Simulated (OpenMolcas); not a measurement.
**One shape, several levels: CH6O2Si (SMILES C[SiH](O)O)**

Aim: a comparison of 6 runs (B3LYP/cc-pVDZ, BHLYP/cc-pVDZ, BLYP/cc-pVDZ, M06-2X/cc-pVDZ, PBE0/cc-pVDZ, r2SCAN/cc-pVDZ) of CH6O2Si. 

The calculation is run with OpenMolcas 26.06.

1 further run of the same task is left out (set aside as unsound or not needed).

**1. The structure to begin with**

CH6O2Si: 10 atoms, total charge 0, spin state singlet. SMILES: `C[SiH](O)O`. Geometry: relaxed at PBE0-D4/def2-TZVP. This is one conformer, not always the lowest.

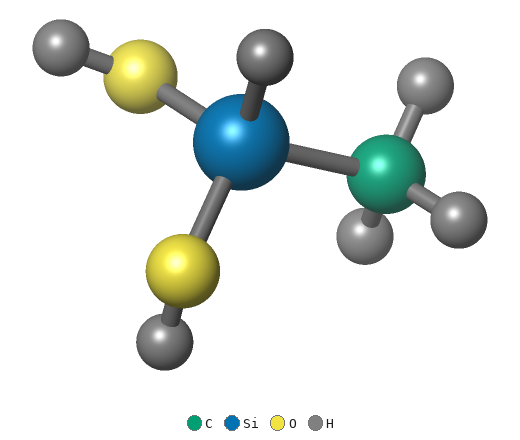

Viewed from a chosen angle; carbon teal, silicon blue, oxygen yellow, hydrogen grey.

**2. Energy and forces at B3LYP/cc-pVDZ (run 1)**

geom.xyz

```xyz
10

C     -1.293000     0.347800    -0.146400
Si     0.517500     0.180000     0.206800
O      0.650400    -1.156000     1.160800
O      1.425000     0.058500    -1.161600
H     -1.681100    -0.549800    -0.635600
H     -1.853400     0.489100     0.780800
H     -1.484400     1.203800    -0.797400
H      1.088600     1.369900     0.884700
H      1.521500    -1.366900     1.499800
H      1.192100    -0.627600    -1.788900
```

calc.inp

```
&GATEWAY
BasLib=$CurrDir
Coord=geom.xyz
Basis=cc-pVDZ
Group=NoSym
&SEWARD
GridInput
Grid=UltraFine
End of Grid
&SCF
KSDFT=B3LYP
Thresholds=1e-10 1e-07 1e-07 1e-05
PrOrbitals=0
&ALASKA
```

The basis set cc-pVDZ is read from a file made from the Basis Set Exchange's data (not shown).

Started as:

```bash
$ export MOLCAS_MEM=1860
$ pymolcas calc.inp > calc.log
```

The log of the run:

```text
--- Start Module: gateway ---
[...]
--- Stop Module: gateway /rc=_RC_ALL_IS_WELL_ ---
[...]
      Basis functions           90
[...]
--- Start Module: scf ---
[...]
       Convergence after  13 Iterations
[...]
::    Total KS-DFT energy                            -481.7698864431
[...]
      Total spin, S                                     0.0000000000
[...]
      Total electronic charge=   42.000000
      Total            charge=   -0.000000
[...]
      Dipole Moment (debye):
      Origin of the operator (angstrom)=    0.3965   -0.1003    0.0507
                   X= -8.1714E-02               Y= -8.9530E-01               Z= -4.4665E-01           Total=  1.0039E+00
      Quadrupole Moment (debye*angstrom):
[...]
 *              Molecular gradients               *
 **************************************************
  Irreducible representation: a
 ------------------------------------------------------------------------------------------
                              X                       Y                       Z
 ------------------------------------------------------------------------------------------
  C1                6.76376889913399E-04   -1.05590183575810E-04   -5.67139917821979E-05
  SI2               9.26605512510613E-03   -1.78454606746534E-02   -6.90016341537136E-03
  O3                5.60775883414699E-03    1.94317747315971E-02   -1.18563594799337E-02
  O4               -1.67754201989414E-02   -4.36080012579598E-03    1.61087650451552E-02
  H5                2.44863870573653E-03    5.22321035982731E-03    2.95934103864104E-03
  H6                3.58116362406014E-03   -9.44980405981899E-04   -5.41997468354127E-03
  H7                1.34862343013387E-03   -5.10465922684578E-03    3.81105033158979E-03
  H8               -1.27400089695362E-03   -3.29545171532297E-03   -8.79175115384268E-04
[...]
```

Wall time 39 s (1 thread of Intel Xeon Platinum 8375C at 2.90GHz (Ice Lake), shared host); peak memory 0.5 GiB.

**3. Energy and forces at BHLYP/cc-pVDZ (run 2)**

mol.input

```
>>> EXPORT MOLCAS_PRINT=2
&GATEWAY
BASLIB=$CurrDir
COORD
10
angstrom
C       -1.293000       0.347800      -0.146400
Si       0.517500       0.180000       0.206800
O        0.650400      -1.156000       1.160800
O        1.425000       0.058500      -1.161600
H       -1.681100      -0.549800      -0.635600
H       -1.853400       0.489100       0.780800
H       -1.484400       1.203800      -0.797400
H        1.088600       1.369900       0.884700
H        1.521500      -1.366900       1.499800
H        1.192100      -0.627600      -1.788900
BASIS=cc-pVDZ
GROUP=NoSym
&SEWARD
GRIDINPUT
Grid=UltraFine
End of Grid
&SCF
KSDFT=HYB_GGA_XC_BHANDHLYP
THRESHOLDS=1e-10 1e-07 1e-07 1e-05
PRORBITALS=1 1
&ALASKA
```

The basis set cc-pVDZ is read from a file made from the Basis Set Exchange's data (not shown).

Started as:

```bash
$ export MOLCAS_MEM=1860
$ pymolcas mol.input > mol.log
```

The log of the run:

```text
--- Start Module: gateway ---
[...]
--- Stop Module: gateway /rc=_RC_ALL_IS_WELL_ ---
[...]
      Basis functions           90
[...]
--- Start Module: scf ---
[...]
       Convergence after  13 Iterations
[...]
::    Total KS-DFT energy                            -481.6526798124
[...]
      Total spin, S                                     0.0000000000
[...]
      Total electronic charge=   42.000000
      Total            charge=   -0.000000
[...]
      Dipole Moment (debye):
      Origin of the operator (angstrom)=    0.3965   -0.1003    0.0507
                   X= -9.9516E-02               Y= -8.4082E-01               Z= -4.2780E-01           Total=  9.4863E-01
      Quadrupole Moment (debye*angstrom):
[...]
 *              Molecular gradients               *
 **************************************************
  Irreducible representation: a
 ------------------------------------------------------------------------------------------
                              X                       Y                       Z
 ------------------------------------------------------------------------------------------
  C1                1.74580892212006E-03   -2.29132384171882E-04    6.12306777138860E-04
  SI2               7.31122852189588E-03   -1.50409624998833E-02   -6.05313882813352E-03
  O3               -4.99553540054576E-03    1.43011056637974E-02   -1.00802882924782E-02
  O4               -8.28135318614009E-03    4.35158853898354E-03    1.59550028855531E-02
  H5                3.84997336429382E-04    9.56968366192523E-04    5.68734057503129E-04
  H6                5.21315382223886E-04   -1.80168882367826E-04   -1.02389363937050E-03
  H7                3.43521611757769E-04   -1.00056993829778E-03    7.17477818227064E-04
  H8                3.93737523239457E-04    3.80112271828992E-04    5.07501433585134E-04
[...]
```

It took 38 s on 1 thread of Intel Xeon Platinum 8375C at 2.90GHz (Ice Lake), shared host; peak memory 0.49 GiB.

Run 3 isn't shown in full; the table further down has it.

**4. Energy and forces at M06-2X/cc-pVDZ (run 4)**

geom.xyz is that of step 2.

run.input

```
* CH6O2Si Kohn-Sham DFT
&GATEWAY
BasLib
$CurrDir
Coord
geom.xyz
Basis
cc-pVDZ
Group
NoSym
&SEWARD
GridInput
Grid=UltraFine
End of Grid
&SCF
KSDFT
M062X
Thresholds
1e-10 1e-07 1e-07 1e-05
PrOrbitals
1 1
&ALASKA
```

The basis set cc-pVDZ is read from a file made from the Basis Set Exchange's data (not shown).

Started as:

```bash
$ export MOLCAS_MEM=1860
$ pymolcas run.input > run.log
```

The log of the run:

```text
--- Start Module: gateway ---
[...]
--- Stop Module: gateway /rc=_RC_ALL_IS_WELL_ ---
[...]
      Basis functions           90
[...]
--- Start Module: scf ---
[...]
       Convergence after  13 Iterations
[...]
::    Total KS-DFT energy                            -481.6525697904
[...]
      Total spin, S                                     0.0000000000
[...]
      Total electronic charge=   42.000000
      Total            charge=   -0.000000
[...]
      Dipole Moment (debye):
      Origin of the operator (angstrom)=    0.3965   -0.1003    0.0507
                   X= -6.3644E-02               Y= -8.7418E-01               Z= -4.3525E-01           Total=  9.7862E-01
      Quadrupole Moment (debye*angstrom):
[...]
 *              Molecular gradients               *
 **************************************************
  Irreducible representation: a
 ------------------------------------------------------------------------------------------
                              X                       Y                       Z
 ------------------------------------------------------------------------------------------
  C1               -5.55512333054509E-04   -4.12600529799967E-05    1.61500785253788E-04
  SI2               9.46271767075374E-03   -1.75394538349956E-02   -6.53832100012064E-03
  O3                4.64132167927289E-03    1.68564094210542E-02   -9.85479731439831E-03
  O4               -1.40347177777933E-02   -2.96585501094970E-03    1.39650372890028E-02
  H5                1.40021764798215E-03    4.18344586102348E-03    2.18004816409989E-03
  H6                2.19353699967195E-03   -6.03973572508965E-04   -4.31301853681987E-03
  H7                7.15224240324774E-04   -3.91237192138716E-03    2.92260688644808E-03
  H8               -2.25784107247273E-04   -1.13535336341908E-03   -1.92661905110469E-04
[...]
```

Wall time 49 s (1 thread of Intel Xeon Platinum 8375C at 2.90GHz (Ice Lake), shared host); peak memory 0.49 GiB.

Run 5 isn't shown in full; the table further down has it.

**5. Energy and forces at r2SCAN/cc-pVDZ (run 6)**

calc.inp

```
>>> EXPORT MOLCAS_PRINT=2

&GATEWAY
 BASLIB = $CurrDir
 COORD
 10
 angstrom
 C       -1.293000       0.347800      -0.146400
 Si       0.517500       0.180000       0.206800
 O        0.650400      -1.156000       1.160800
 O        1.425000       0.058500      -1.161600
 H       -1.681100      -0.549800      -0.635600
 H       -1.853400       0.489100       0.780800
 H       -1.484400       1.203800      -0.797400
 H        1.088600       1.369900       0.884700
 H        1.521500      -1.366900       1.499800
 H        1.192100      -0.627600      -1.788900
 BASIS = cc-pVDZ
 GROUP = NoSym

&SEWARD
 GRIDINPUT
 Grid=UltraFine
 End of Grid

&SCF
 KSDFT = 2
 1.0 MGGA_X_R2SCAN
 1.0 MGGA_C_R2SCAN
 THRESHOLDS = 1e-10 1e-07 1e-07 1e-05
 PRORBITALS = 1 2

&ALASKA
```

The basis set cc-pVDZ is read from a file made from the Basis Set Exchange's data (not shown).

Started as:

```bash
$ export MOLCAS_MEM=1860
$ pymolcas calc.inp > calc.log
```

The log of the run:

```text
--- Start Module: gateway ---
[...]
--- Stop Module: gateway /rc=_RC_ALL_IS_WELL_ ---
[...]
      Basis functions           90
[...]
--- Start Module: scf ---
[...]
       Convergence after  14 Iterations
[...]
::    Total KS-DFT energy                            -481.6260097183
[...]
      Total spin, S                                     0.0000000000
[...]
      Total electronic charge=   42.000000
      Total            charge=   -0.000000
[...]
      Dipole Moment (debye):
      Origin of the operator (angstrom)=    0.3965   -0.1003    0.0507
                   X= -8.7975E-02               Y= -9.3404E-01               Z= -4.6703E-01           Total=  1.0480E+00
      Quadrupole Moment (debye*angstrom):
[...]
 *              Molecular gradients               *
 **************************************************
  Irreducible representation: a
 ------------------------------------------------------------------------------------------
                              X                       Y                       Z
 ------------------------------------------------------------------------------------------
  C1               -1.51209893634352E-03    1.62208497214156E-04   -6.48101005776169E-04
  SI2               1.04828138361377E-02   -1.57760117741521E-02   -5.47151950269242E-03
  O3                6.76661341479079E-03    1.88306117940087E-02   -1.14077765058713E-02
  O4               -1.65717866334862E-02   -5.07011392165602E-03    1.53214355068823E-02
  H5                2.21239589617817E-03    4.97252811130178E-03    2.71003060314623E-03
  H6                3.40984236321207E-03   -8.16459659602975E-04   -5.09142846083632E-03
  H7                1.23647374750924E-03   -4.73304796812135E-03    3.56568361662024E-03
  H8               -1.61209469269274E-03   -3.91049981178160E-03   -1.01885585432893E-03
[...]
```

Wall time 50 s (1 thread of Intel Xeon Platinum 8375C at 2.90GHz (Ice Lake), shared host); peak memory 0.49 GiB.

**6. Overview of the runs**

| run | level | energy (Eh) | dipole moment (D) | HOMO energy (eV) | LUMO energy (eV) | wall time |
| --- | --- | --- | --- | --- | --- | --- |
| 1 | B3LYP/cc-pVDZ | -481.769886 | 1.00 | -8.03 | 1.11 | 39 s |
| 2 | BHLYP/cc-pVDZ | -481.652680 | 0.95 | -9.72 | 2.25 | 38 s |
| 3 | BLYP/cc-pVDZ | -481.677819 | 1.05 | -6.58 | 0.51 | 39 s |
| 4 | M06-2X/cc-pVDZ | -481.652570 | 0.98 | -9.62 | 2.24 | 49 s |
| 5 | PBE0/cc-pVDZ | -481.417958 | 1.00 | -8.29 | 1.50 | 38 s |
| 6 | r2SCAN/cc-pVDZ | -481.626010 | 1.05 | -7.13 | 1.27 | 50 s |

**7. What came out**

```
                       quantity          value
            run 6: total energy  -481.62601 Eh
           run 6: dipole moment         1.05 D
             run 6: HOMO energy       -7.13 eV
             run 6: LUMO energy        1.27 eV
           run 6: HOMO–LUMO gap        8.40 eV
run 6: largest force on an atom     1.189 eV/Å
```

The dipole moment (its size) runs from 0.95 D (BHLYP/cc-pVDZ) to 1.05 D (BLYP/cc-pVDZ). The HOMO–LUMO gap runs from 7.09 eV (BLYP/cc-pVDZ) to 11.96 eV (BHLYP/cc-pVDZ). Totals of different functionals can't be ranked against each other. All runs together took 4.2 min, the longest 50 s.
